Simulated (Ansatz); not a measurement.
# One shape, several levels: [GeH5]− (SMILES [H][Ge-]([H])([H])([H])[H])

Wanted: a comparison of 6 runs (HF/STO-3G, CAM-B3LYP/STO-3G, HSE06/STO-3G, r2SCAN0/STO-3G, RPA@PBE/STO-3G, CCSD(T)/STO-3G) of [GeH5]−. 

Program for the calculation: Ansatz 0.2.0.

### 1 The molecule

The species is [GeH5]− (6 atoms), meant as a singlet with charge -1. As SMILES, `[H][Ge-]([H])([H])([H])[H]`. The H6–Ge1 distance was set to 3.028 Å, away from the relaxed value. At this shape a bond of the SMILES string is far longer than usual.

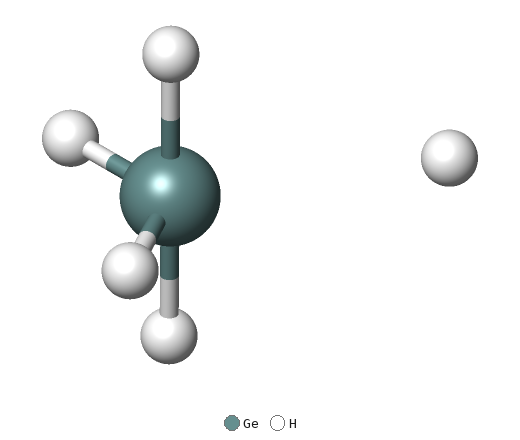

Viewed from a chosen angle; germanium teal, hydrogen white.

### 2 The energy at HF/STO-3G (run 1)

Input file molecule.yaml:

```yaml
crystal:
  periodic: [false, false, false]
  atoms:
    - {symbol: Ge, position_ang: [0.746888, 1.315693, 0.029310]}
    - {symbol: H, position_ang: [0.723238, 1.311003, 1.791410]}
    - {symbol: H, position_ang: [0.768718, 1.326193, -1.752150]}
    - {symbol: H, position_ang: [2.261618, 1.327733, 0.038390]}
    - {symbol: H, position_ang: [-0.020322, 2.620863, 0.022770]}
    - {symbol: H, position_ang: [-0.746540, -1.317780, -0.016130]}
basis:
  gaussian: {orbitals: STO-3G}
total_charge: -1
hamiltonian: {xc: hf}
accuracy: high
```

On the command line:

```console
$ ansatz run molecule.yaml --threads 1 --pin off --max-ram 2610MiB --events-out events.jsonl --progress --plain --runs-dir runs
```

The log of the run:

```text
Warning: RAYON_NUM_THREADS=1 ignored (pool sized by the plan → 1); use --threads N
Functional definition: HF
  name "HF"
  exchange = exact_x
  correlation = 0
306 factors; integrals over basis functions are off by at most 2.1e-8 eV
mean field evaluation 1: about -55894.7693 eV, gradient 1.0e1 eV
mean field evaluation 2: about -55894.7816 eV, gradient 1.0e1 eV
mean field evaluation 4: about -55896.5379 eV, gradient 8.7e-1 eV
mean field evaluation 8: about -55896.5413 eV, gradient 5.2e-5 eV
mean field -55896.54126835 eV, -2054.1600035753 hartree, gradient 4.7e-8 eV, S^2 0.000000; 0 other end points of the search recorded, 0 dependent functions left out
reference -55896.54126835 eV, -2054.1600035753 hartree; 19, 19 occupied and 4, 4 virtual orbitals, 306 factors
Total energy: -55896.54126835 eV, -2054.1600035753 hartree
```

It took 0.1 s on 1 thread of Arm Neoverse V2, shared host.

### 3 The energy at CAM-B3LYP/STO-3G (run 2)

Input file run.yaml:

```yaml
crystal:
  periodic: [false, false, false]
  atoms:
    - {symbol: Ge, position_ang: [0.746888, 1.315693, 0.029310]}
    - {symbol: H, position_ang: [0.723238, 1.311003, 1.791410]}
    - {symbol: H, position_ang: [0.768718, 1.326193, -1.752150]}
    - {symbol: H, position_ang: [2.261618, 1.327733, 0.038390]}
    - {symbol: H, position_ang: [-0.020322, 2.620863, 0.022770]}
    - {symbol: H, position_ang: [-0.746540, -1.317780, -0.016130]}
basis:
  gaussian:
    orbitals: STO-3G
total_charge: -1
hamiltonian:
  xc: {name: CAM-B3LYP}
accuracy: high
```

On the command line:

```console
$ ansatz run run.yaml --threads 1 --pin off --max-ram 2610MiB --events-out events.jsonl --progress --plain --runs-dir runs
```

The log of the run:

```text
Warning: RAYON_NUM_THREADS=1 ignored (pool sized by the plan → 1); use --threads N
Functional definition: CAM-B3LYP
  name "CAM-B3LYP"
  parameter alpha = 0.19
  parameter beta = 0.46
  parameter omega = 0.33/bohr
  parameter ac = 0.81
  exchange = (1 - alpha - beta)*b88_x + beta*b88_x_sr(omega) + alpha*exact_x + beta*exact_x_lr(omega)
  correlation = (1 - ac)*vwn5_c + ac*lyp_c
306 factors; integrals over basis functions are off by at most 2.1e-8 eV
126 factors; integrals over basis functions are off by at most 8.9e-10 eV
mean field evaluation 1: about -55899.6938 eV, gradient 9.7e1 eV
mean field evaluation 2: about -55912.5943 eV, gradient 4.6e1 eV
mean field evaluation 4: about -55925.8846 eV, gradient 2.8e1 eV
mean field evaluation 8: about -55937.8586 eV, gradient 1.1e0 eV
mean field evaluation 16: about -55937.8270 eV, gradient 1.8e-3 eV
mean field -55937.82704488 eV, -2055.6772278785 hartree, gradient 2.3e-8 eV, S^2 0.000000; 0 other end points of the search recorded, 0 dependent functions left out
reference -55937.82705893 eV, -2055.6772283947 hartree; 19, 19 occupied and 4, 4 virtual orbitals, 306 factors
Total energy: -55937.82705893 eV, -2055.6772283947 hartree
```

It took 1.2 s on 1 thread of Arm Neoverse V2, shared host; peak memory 0.092 GiB.

Runs 3 to 4 aren't shown in full; the table further down has their settings and results.

### 4 The energy at RPA@PBE/STO-3G (run 5)

molecule.yaml, as its differences from that of step 2:

```diff
@@ -10,5 +10,10 @@
 basis:
-  gaussian: {orbitals: STO-3G}
+  gaussian:
+    orbitals: STO-3G
+accuracy: high
 total_charge: -1
-hamiltonian: {xc: hf}
-accuracy: high
+hamiltonian:
+  xc: pbe
+correlation:
+  method: rpa
+  frozen_orbitals: {Ge: 9, H: 0}
```

On the command line:

```console
$ ansatz run molecule.yaml --threads 1 --pin off --max-ram 2610MiB --events-out events.jsonl --progress --plain --runs-dir runs
```

The log of the run (excerpt; [...] marks lines left out):

```text
Warning: RAYON_NUM_THREADS=1 ignored (pool sized by the plan → 1); use --threads N
Functional definition: PBE
  name "PBE"
[...]
306 factors; integrals over basis functions are off by at most 2.1e-8 eV
[...]
mean field -55927.04707804 eV, -2055.2810714040 hartree, gradient 6.8e-9 eV, S^2 0.000000; 2 other end points of the search recorded, 0 dependent functions left out; unrestricted orbitals would lower it
[...]
unrestricted determinant -55898.48931367 eV, -2054.2315929206 hartree, S^2 0.9585
9 core orbitals not correlated: weight in the atoms' cores, before any rotation towards them, 0.999 or more for the frozen orbitals, at most 0.000 for the correlated occupied ones
reference -55894.44266180 eV, -2054.0828812073 hartree; 10, 10 occupied and 4, 4 virtual orbitals, 306 factors
Total energy: -55901.56685041 eV, -2054.3446903096 hartree
```

It took 3 s on 1 thread of Arm Neoverse V2, shared host; peak memory 0.094 GiB.

### 5 The energy at CCSD(T)/STO-3G (run 6)

molecule.yaml, as its differences from that of step 4:

```diff
@@ -12,8 +12,8 @@
     orbitals: STO-3G
+total_charge: -1
+correlation:
+  method: ccsd_t
+  frozen_orbitals: {Ge: 9, H: 0}
 accuracy: high
-total_charge: -1
-hamiltonian:
-  xc: pbe
-correlation:
-  method: rpa
-  frozen_orbitals: {Ge: 9, H: 0}
+scf:
+  omitted_lower_state_checks: [cluster_reference, increment]
```

On the command line:

```console
$ ansatz run molecule.yaml --threads 1 --pin off --max-ram 2610MiB --events-out events.jsonl --progress --plain --runs-dir runs
```

The log of the run:

```text
Warning: RAYON_NUM_THREADS=1 ignored (pool sized by the plan → 1); use --threads N
[... 11 lines left out ...]
9 core orbitals not correlated: weight in the atoms' cores, before any rotation towards them, 1.000 or more for the frozen orbitals, at most 0.000 for the correlated occupied ones
[... 30 lines left out ...]
WARN: these amplitudes may be one of several solutions (largest doubles amplitude 0.56, level shift 3.53 eV)
Total energy: -55900.50465825 eV, -2054.3056554678 hartree
Checks for a lower state left out: cluster_reference, increment
```

It took 0.18 s on 1 thread of Arm Neoverse V2, shared host.

### 6 All runs side by side

```
run             level  frozen core orbitals   energy (Eh)  wall time
  1         HF/STO-3G                     –  -2054.160004      0.1 s
  2  CAM-B3LYP/STO-3G                     –  -2055.677228      1.2 s
  3      HSE06/STO-3G                     –  -2055.422336      1.2 s
  4    r2SCAN0/STO-3G                     –  -2055.753593      2.1 s
  5    RPA@PBE/STO-3G                     9  -2054.344690        3 s
  6    CCSD(T)/STO-3G                     9  -2054.305655     0.18 s
```

### 7 Results

```
                                          quantity           value
                               run 6: total energy  -2054.30566 Eh
run 6: correlation energy (9 core orbitals frozen)      -145.7 mEh
                             run 6: (T) correction       -5.24 mEh
                              run 6: T1 diagnostic           0.060
```

In words: Totals of different functionals can't be ranked against each other. In run 6 the T1 diagnostic is large, so a single reference may not serve. In runs 5, 6 the log says that unrestricted orbitals would lower the reference, so the values rest on an unstable closed-shell determinant (other closed-shell runs at this shape may share the fault). In runs 1, 2, 3, 4, 5, 6 the basis is minimal, so the values are rough. All runs together took 7.9 s, the longest 3 s.
